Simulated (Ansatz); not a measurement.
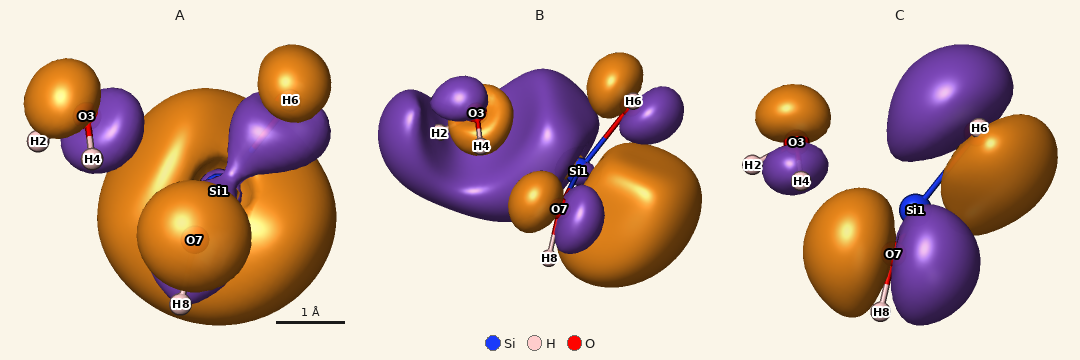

Figure 1: H2O2Si···H2O. Three frontier orbitals at ±0.08 Å⁻³ᐟ² (orange and purple are the two phases), in no order.

These are results of Ansatz, RKS PBE/def2-SVP, not measurements.

```xyz
8

Si   -0.8841    0.1044    0.7185
H     1.7749   -0.2325    1.4080
O     1.4311    0.1246    0.5648
H     1.2394   -0.6791    0.0178
O    -1.0655    1.3212   -0.4334
H    -0.8652    1.0387   -1.3488
O    -0.5715   -1.2327   -0.3832
H    -0.8293   -2.0932   -0.0045
```

Order the three orbitals by energy and name them.

Answer. C is the HOMO−1 (−6.85 eV). By Hirshfeld shares it lies mainly on O5 (about 45 %) and O7 (about 35 %); largely a combination of lone pairs on O5 and O7. A is the HOMO (−5.23 eV). By Hirshfeld shares it lies mainly on Si1 (about 70 %), O7 (about 15 %), O5 (about 5 %) and O3 (about 5 %). B is the LUMO (−0.73 eV). Its weight (Hirshfeld) is mainly on Si1 (about 65 %), O3 (about 10 %), O5 (about 10 %), H2 (about 10 %) and O7 (about 5 %).

What is the HOMO–LUMO gap?

Answer. 4.50 eV between the orbital energies.
